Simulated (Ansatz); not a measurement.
Nudged elastic band of AlH4F

System: AlH4F.
Method: RKS B3LYP-D4/def2-SVP (Ansatz 0.2.0).

One setting was made poor on purpose. It belongs to a series of runs on one base structure; here: band between the two ends.

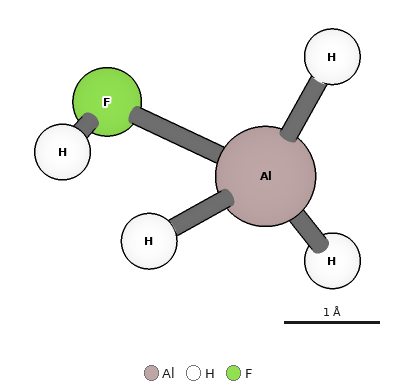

Figure 1. The input geometry (ball-and-stick view, seen at a tilt). Sticks mark near contacts. Bond lengths as drawn: Al–F 2.08 Å, Al–H 1.58 to 1.63 Å and F–H 0.96 Å.

**Input**
```yaml
crystal:
  periodic: [false, false, false]
  atoms:
    - { symbol: Al, position_ang: [0.006513, -0.003554, 0.041536] }
    - { symbol: H, position_ang: [0.015015, 0.27583, 1.646838] }
    - { symbol: H, position_ang: [1.384953, 0.144005, -0.722155] }
    - { symbol: H, position_ang: [-1.389366, 0.079392, -0.700021] }
    - { symbol: F, position_ang: [0.057127, -1.930483, 0.820709] }
    - { symbol: H, position_ang: [0.05356, -1.463691, 1.655093] }
basis:
  gaussian: { orbitals: def2-SVP }
hamiltonian:
  xc: b3lyp
  dispersion: d4
neb:
  order_check: false
  images: 7
  f_tol: 0.03
  max_iterations: 60
  initial_path: linear
  final_atoms:
    - { symbol: Al, position_ang: [0.01641302, -0.54394237, -0.29154797] }
    - { symbol: H, position_ang: [0.01923336, 0.15597462, 1.97670837] }
    - { symbol: H, position_ang: [1.39991902, 0.16581728, -0.54906523] }
    - { symbol: H, position_ang: [-1.40225391, 0.10171301, -0.52537843] }
    - { symbol: F, position_ang: [0.05702838, -2.1725904, 0.10241534] }
    - { symbol: H, position_ang: [0.03746214, -0.60547315, 2.02886793] }
```

Machine: 1 thread of Intel Xeon @ 2.50GHz (Skylake/Cascade Lake), 32 GiB of memory available, shared host.

Launched with:
```bash
ansatz run input.yaml --threads 1 --pin off --max-ram 2048MiB --backend cpu --events-out ev --progress --plain --runs-dir out
```

**The program's output**
```
Engine: ansatz 0.2.0, x86_64-unknown-linux-gnu
Functional definition: B3LYP
  parameter a0 = 0.2
  parameter ax = 0.72
  parameter ac = 0.81
  exchange = (1 - a0 - ax)*slater_x + ax*b88_x + a0*exact_x
  correlation = (1 - ac)*vwn_rpa_c + ac*lyp_c
534 factors; integrals over basis functions are off by at most 3.8e-4 eV
mean field evaluation 1: about -9373.7816 eV, gradient 2.4e1 eV
mean field evaluation 2: about -9373.6141 eV, gradient 3.0e1 eV
mean field evaluation 4: about -9374.9324 eV, gradient 1.9e-1 eV
mean field evaluation 8: about -9374.9283 eV, gradient 3.1e-3 eV
mean field -9374.92833610 eV, -344.5222617970 hartree, gradient 1.5e-5 eV, S^2 0.000000; 0 other end points of the search recorded, 0 dependent functions left out
the calculation of the forces begins
reference -9374.92855672 eV, -344.5222699046 hartree; 13, 13 occupied and 39, 39 virtual orbitals, 534 factors
535 factors; integrals over basis functions are off by at most 1.6e-3 eV
mean field evaluation 16: about -9376.1981 eV, gradient 2.8e0 eV
mean field -9376.22136529 eV, -344.5697797432 hartree, gradient 2.2e-5 eV, S^2 0.000000; 0 other end points of the search recorded, 0 dependent functions left out
[... from here on the field's lines of each further geometry are left out, up to the last ...]
NEB iter   1: max|band force component| = 3.707e0 eV/Å  barrier→ = 0.9514 eV  barrier← = 2.2468 eV  Δτ_max = 0.2000 Å  (183 SCF iters)
NEB iter   2: max|band force component| = 3.540e0 eV/Å  barrier→ = 0.2015 eV  barrier← = 1.4969 eV  Δτ_max = 0.2000 Å  (161 SCF iters)
NEB iter   3: max|band force component| = 4.257e0 eV/Å  barrier→ = 0.3234 eV  barrier← = 1.6188 eV  Δτ_max = 0.1015 Å  (158 SCF iters)
NEB iter   4: max|band force component| = 8.330e-1 eV/Å  barrier→ = 0.0324 eV  barrier← = 1.3278 eV  Δτ_max = 0.1040 Å  (146 SCF iters)
NEB iter   5: max|band force component| = 3.929e-1 eV/Å  barrier→ = 0.0174 eV  barrier← = 1.3128 eV  CI = image 2  Δτ_max = 0.0653 Å  (148 SCF iters)
NEB iter   6: max|band force component| = 2.011e-1 eV/Å  barrier→ = 0.0125 eV  barrier← = 1.3079 eV  CI = image 2  Δτ_max = 0.0325 Å  (140 SCF iters)
NEB iter   7: max|band force component| = 9.789e-2 eV/Å  barrier→ = 0.0149 eV  barrier← = 1.3103 eV  CI = image 2  Δτ_max = 0.0195 Å  (139 SCF iters)
NEB iter   8: max|band force component| = 5.217e-2 eV/Å  barrier→ = 0.0137 eV  barrier← = 1.3091 eV  CI = image 2  Δτ_max = 0.0083 Å  (126 SCF iters)
NEB iter   9: max|band force component| = 3.895e-2 eV/Å  barrier→ = 0.0138 eV  barrier← = 1.3092 eV  CI = image 2  Δτ_max = 0.0047 Å  (125 SCF iters)
the calculation of the forces begins
reference -9376.20279619 eV, -344.5690973416 hartree; 13, 13 occupied and 39, 39 virtual orbitals, 535 factors
534 factors; integrals over basis functions are off by at most 1.1e-3 eV
mean field evaluation 544: about -9374.9134 eV, gradient 4.9e-4 eV
mean field -9374.91343566 eV, -344.5217142159 hartree, gradient 1.8e-5 eV, S^2 0.000000; 1 other end points of the search recorded, 0 dependent functions left out
the calculation of the forces begins
reference -9374.91365724 eV, -344.5217223587 hartree; 13, 13 occupied and 39, 39 virtual orbitals, 534 factors
NEB iter  10: max|band force component| = 1.870e-2 eV/Å  barrier→ = 0.0139 eV  barrier← = 1.3093 eV  CI = image 2  Δτ_max = 0.0000 Å  (259 SCF iters)
```

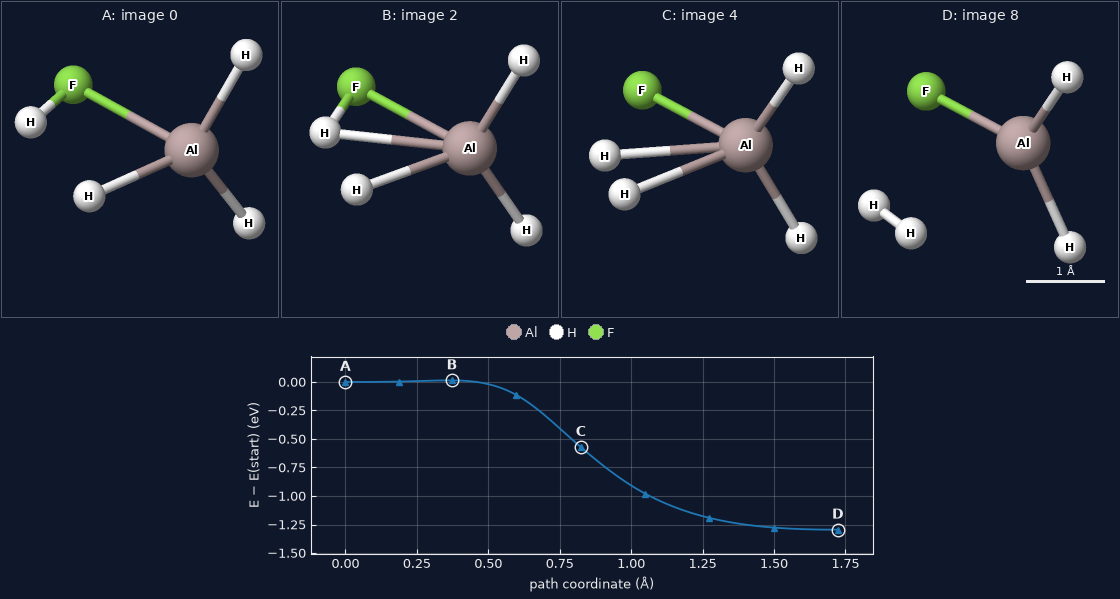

Figure 2. Images of the last band (counted from 0; ball-and-stick, seen at a tilt) above the energy along the path; the line is a cubic interpolation that uses the forces. The highest image is number 2, 0.014 eV above the start and 1.309 eV above the end (the climbing image); the end lies 1.295 eV below the start. The path is 1.72 Å long. The band converged in 10 iterations.

```
Total energy: -9375.00549328 eV, -344.5250972710 hartree
Atom 0 at     0.009227    -0.117230     0.002975 Å, force    -0.001807    -0.000730    -0.003756 eV/Å
Atom 1 at     0.016999     0.080206     1.682664 Å, force     0.001970     0.002526     0.000771 eV/Å
Atom 2 at     1.399655     0.152124    -0.690714 Å, force     0.001851     0.001444     0.003941 eV/Å
Atom 3 at    -1.403897     0.089886    -0.666013 Å, force    -0.000554    -0.001825     0.002153 eV/Å
Atom 4 at     0.059100    -1.913807     0.833771 Å, force    -0.002763    -0.017261    -0.013960 eV/Å
Atom 5 at     0.046718    -1.189679     1.579318 Å, force     0.001303     0.015846     0.010851 eV/Å
Dipole moment:     0.001986    -0.029871     0.145180 e Å
this run last wrote the band of iteration 10 to [file]
```

**The last band as extended XYZ (Å, eV, eV/Å)**
```
6
Properties=species:S:1:pos:R:3:forces:R:3 image=0 energy=-9375.01913
Al    0.0065   -0.0036    0.0415    0.0028   0.0001  -0.0228
H     0.0150    0.2758    1.6468   -0.0032  -0.0037   0.0053
H     1.3850    0.1440   -0.7222    0.0022   0.0005   0.0056
H    -1.3894    0.0794   -0.7000   -0.0021   0.0012   0.0088
F     0.0571   -1.9305    0.8207   -0.0004  -0.0038  -0.0013
H     0.0536   -1.4637    1.6551    0.0007   0.0057   0.0045
6
Properties=species:S:1:pos:R:3:forces:R:3 image=1 energy=-9375.01555
Al    0.0077   -0.0506    0.0236   -0.0007   0.0187   0.0069
H     0.0159    0.1748    1.6598   -0.0001   0.0277  -0.0075
H     1.3937    0.1475   -0.7084   -0.0011  -0.0015  -0.0046
H    -1.3980    0.0843   -0.6847    0.0015  -0.0026  -0.0050
F     0.0583   -1.9293    0.8397   -0.0009  -0.0051  -0.0019
H     0.0504   -1.3252    1.6121    0.0014  -0.0372   0.0120
6
Properties=species:S:1:pos:R:3:forces:R:3 image=2 energy=-9375.00527
Al    0.0092   -0.1172    0.0030   -0.0018  -0.0007  -0.0038
H     0.0170    0.0802    1.6827    0.0020   0.0025   0.0008
H     1.3997    0.1521   -0.6907    0.0019   0.0014   0.0039
H    -1.4039    0.0899   -0.6660   -0.0006  -0.0018   0.0022
F     0.0591   -1.9138    0.8338   -0.0028  -0.0173  -0.0140
H     0.0467   -1.1897    1.5793    0.0013   0.0158   0.0109
6
Properties=species:S:1:pos:R:3:forces:R:3 image=3 energy=-9375.13309
Al    0.0112   -0.2138   -0.0281    0.0120  -0.6201  -0.2017
H     0.0192   -0.0032    1.7250    0.0157  -0.5084   0.2584
H     1.3988    0.1639   -0.6739   -0.0023   0.0571   0.0982
H    -1.4034    0.1012   -0.6490    0.0031   0.0535   0.0974
F     0.0587   -1.9156    0.7632   -0.0060  -0.0065  -0.4270
H     0.0433   -1.0309    1.6047   -0.0224   1.0244   0.1747
6
Properties=species:S:1:pos:R:3:forces:R:3 image=4 energy=-9375.59001
Al    0.0136   -0.3175   -0.0745    0.0193  -1.0067  -0.4440
H     0.0196   -0.0290    1.7711    0.0130  -0.3329   0.4877
H     1.3975    0.1650   -0.6601   -0.0210   0.0875   0.1700
H    -1.4004    0.1034   -0.6359    0.0219   0.0845   0.1697
F     0.0579   -1.9377    0.6722   -0.0040  -0.2398  -0.9964
H     0.0397   -0.8827    1.6693   -0.0292   1.4073   0.6131
6
Properties=species:S:1:pos:R:3:forces:R:3 image=5 energy=-9375.99779
Al    0.0155   -0.4205   -0.1412    0.0101  -0.5688  -0.3874
H     0.0187    0.0207    1.8251   -0.0007   0.1748   0.3708
H     1.3949    0.1541   -0.6486   -0.0157   0.0404   0.1300
H    -1.3973    0.0919   -0.6237    0.0176   0.0376   0.1296
F     0.0585   -1.9824    0.5786   -0.0004  -0.2936  -0.7048
H     0.0375   -0.7623    1.7518   -0.0108   0.6096   0.4619
6
Properties=species:S:1:pos:R:3:forces:R:3 image=6 energy=-9376.21106
Al    0.0168   -0.5037   -0.2068    0.0025  -0.1885  -0.1727
H     0.0177    0.1124    1.8729   -0.0024   0.1674   0.1599
H     1.3946    0.1290   -0.6405   -0.0007  -0.0015   0.0591
H    -1.3961    0.0661   -0.6146    0.0027  -0.0036   0.0582
F     0.0589   -2.0469    0.4877    0.0004  -0.1835  -0.3363
H     0.0358   -0.6554    1.8432   -0.0024   0.2098   0.2318
6
Properties=species:S:1:pos:R:3:forces:R:3 image=7 energy=-9376.29612
Al    0.0178   -0.5735   -0.2542    0.0001  -0.0425  -0.0418
H     0.0164    0.2257    1.8987   -0.0010   0.0599   0.0390
H     1.3981    0.0854   -0.6362    0.0026  -0.0083   0.0189
H    -1.3974    0.0219   -0.6115   -0.0017  -0.0089   0.0181
F     0.0589   -2.1206    0.4030    0.0003  -0.0650  -0.1149
H     0.0340   -0.5374    1.9422   -0.0003   0.0648   0.0808
6
Properties=species:S:1:pos:R:3:forces:R:3 image=8 energy=-9376.31453
Al    0.0188   -0.6350   -0.2785    0.0000  -0.0011  -0.0007
H     0.0140    0.3369    1.8872    0.0000   0.0002  -0.0009
H     1.4025    0.0397   -0.6168    0.0003   0.0002   0.0001
H    -1.3997   -0.0245   -0.5937   -0.0003   0.0002   0.0001
F     0.0596   -2.2032    0.3117    0.0000   0.0013   0.0002
H     0.0327   -0.4124    2.0321    0.0000  -0.0008   0.0011
```

**Results in brief**

```json
{"quantity": "outcome", "value": "converged"}
{"quantity": "barrier, forward", "value": "0.014 eV"}
{"quantity": "barrier, backward", "value": "1.309 eV"}
{"quantity": "wall time", "value": "97 s"}
{"quantity": "peak memory", "value": "0.12 GiB"}
```

**Remarks**

A deliberately poor setting: straight start. The order of the saddle point was not checked.
